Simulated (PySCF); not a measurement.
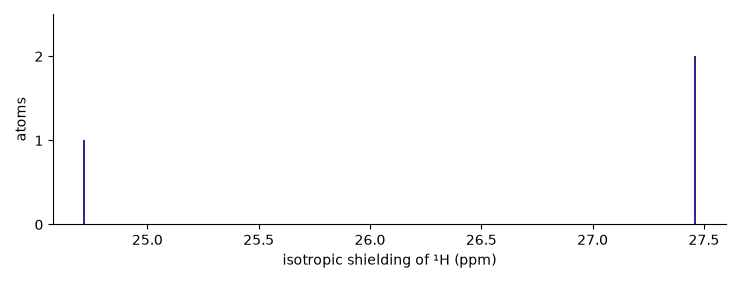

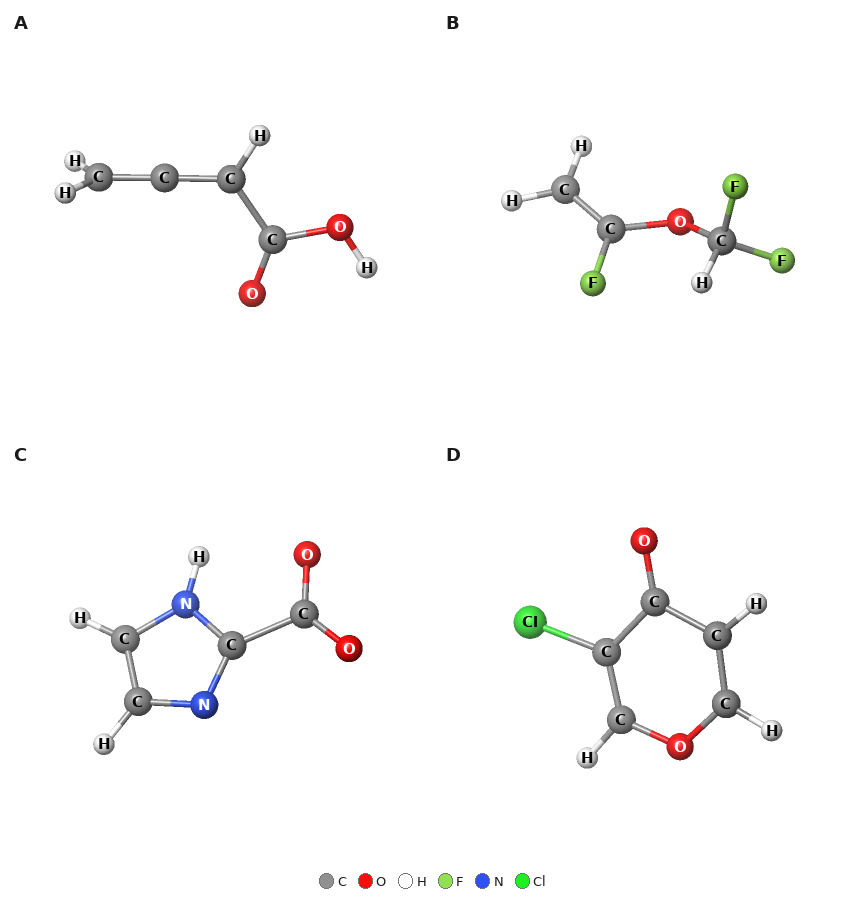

The sticks are computed shieldings of one of the molecules, for one fixed geometry (GFN2-xTB) without averaging over rotations. Low shielding means a high chemical shift. Method: GIAO PBE0/pcSseg-1 NMR shielding, non-relativistic, gas phase (PySCF 2.14.0).

> Which molecule gives this pattern?

B, `C=C(F)OC(F)F`. Its 3 H atoms give lines at 24.71, 27.46 (2 atoms) ppm.
